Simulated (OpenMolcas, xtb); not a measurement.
# AlSiH5 (SMILES [AlH2][SiH3]): methods side by side

AlSiH5: 7 atoms, total charge 0, spin state singlet. SMILES: `[AlH2][SiH3]`. Geometry: a GFN2-xTB relaxation, a rough one for these elements and not checked as a minimum.

```xyz
7

Al   -0.3496   -1.3373    0.0836
Si    0.2475    1.0042   -0.0681
H     0.5959   -2.4821    0.5832
H    -1.7295   -1.9771   -0.2904
H     0.1604    1.5921   -1.4254
H    -0.5665    1.9217    0.7634
H     1.6418    1.2786    0.3537
```

Quantity: the dipole moment, in D. The values are calculated.

| level | kind | program | value (D) |
| --- | --- | --- | --- |
| GFN2-xTB | semi-empirical | xtb | 0.91 |
| GFN0-xTB | semi-empirical | xtb | 0.80 |
| GFN1-xTB | semi-empirical | xtb | 0.19 |
| HF/STO-3G | Hartree–Fock | OpenMolcas | 0.61 |
| HF/3-21G | Hartree–Fock | OpenMolcas | 0.38 |
| HF/ANO-R1 (sfX2C) | Hartree–Fock | OpenMolcas | 0.24 |
| HF/def2-SVP | Hartree–Fock | OpenMolcas | 0.17 |
| HF/pcseg-2 | Hartree–Fock | OpenMolcas | 0.10 |
| SVWN5/cc-pVDZ | LDA | OpenMolcas | 0.07 |
| r2SCAN/cc-pVDZ | meta-GGA | OpenMolcas | 0.06 |

The values span 0.06 to 0.91 D. Magnitudes only: a small dipole may point the other way at some levels. Sets without polarisation functions give poor dipoles. Without the sets that lack polarisation functions the rows with a basis span only 0.06 to 0.24 D.

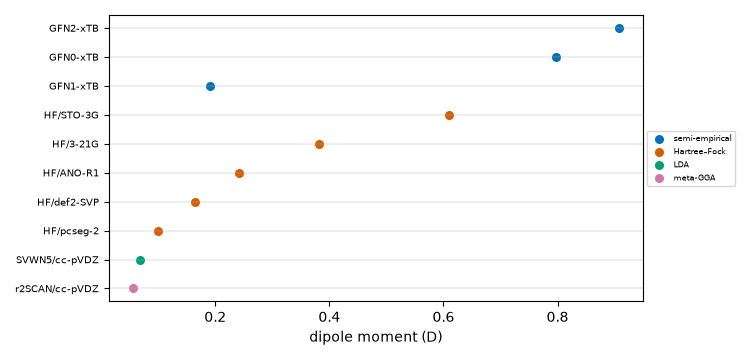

The values of the table, level by level.
